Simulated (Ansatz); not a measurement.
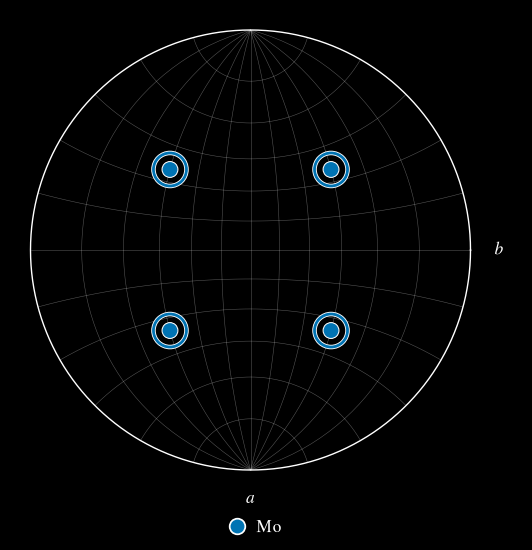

Crystal: Mo, coordinates from a relaxation with Ansatz, DFT PBEsol, scalar-relativistic, plane waves, PAW. Directions from one molybdenum atom at (0, 0, 0) to its bonded neighbours, in stereographic projection down c (filled: above the plane of the page or in it, open: below). Geometry calculated from the standardised cell; symmetry tolerance 0.002 Å.

Neighbours are counted up to 3.04 Å for Mo.

```
Mo
1.0
     3.12929    0.00000    0.00000
     0.00000    3.12929    0.00000
     0.00000    0.00000    3.12929
Mo
2
Direct
  0.00000 0.00000 0.00000
  0.50000 0.50000 0.50000
```

### How many neighbours are there, and at what angles?

8: 8 Mo at 2.71 Å. Angles between bonds: 71° (12×), 109° (12×), 180° (4×).

### What is the site's symmetry in the crystal?

Point group m-3m (Oh), order 48: three fourfold axes, four threefold axes, six twofold axes, nine mirror planes, an inversion centre. In Im-3m, No. 229 this is Wyckoff position 2a.
